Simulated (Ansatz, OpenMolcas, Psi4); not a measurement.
Predicting a hybrid from its neighbours: InHCl

The species is InHCl (3 atoms), meant as a doublet with charge 0. As SMILES, `[Cl][InH]`. The shape is that of a PBE0-D4/def2-TZVP optimisation.

The vertical energy of the quartet above the doublet y, in eV, basis def2-TZVPP with a core potential; a is the functional's share of exact exchange. Programs: Ansatz 0.2.0, OpenMolcas 26.06, Psi4 1.11.

| functional | program | a | y (eV) |
| --- | --- | --- | --- |
| UTPSS | OpenMolcas | 0 | 4.79 |
| UBLYP | Ansatz | 0 | 4.92 |
| UTPSSh | Psi4 | 0.1 | ? |
| UB3LYP | Psi4 | 0.2 | 5.00 |
| UPBE0 | Psi4 | 0.25 | 4.90 |
| UBHLYP | Psi4 | 0.5 | 5.09 |

Fit y = c + s·a to the known rows and predict UTPSSh.


1. Means of the 5 rows: a = 0.1900, y = 4.940.
2. Σ(Δa)² = 0.172, Σ(Δa·Δy) = 0.077, so the slope is 0.077/0.172 = 0.44767.
3. Intercept: 4.940 − (0.44767) × 0.1900 = 4.855. The largest residual of the fit is 0.067.
4. UTPSSh: 4.855 + (0.44767) × 0.1 = 4.90 eV.

The run gave 4.83 eV, so the prediction is off by +0.07 eV, about the largest residual. The rows mix families of semi-local functionals, which the line can't see. Spin-orbit coupling is left out.

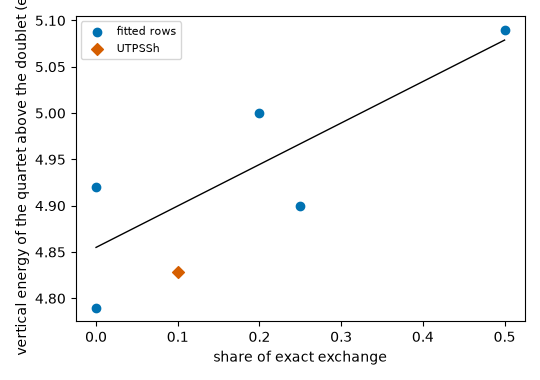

The fitted line, with the withheld row.
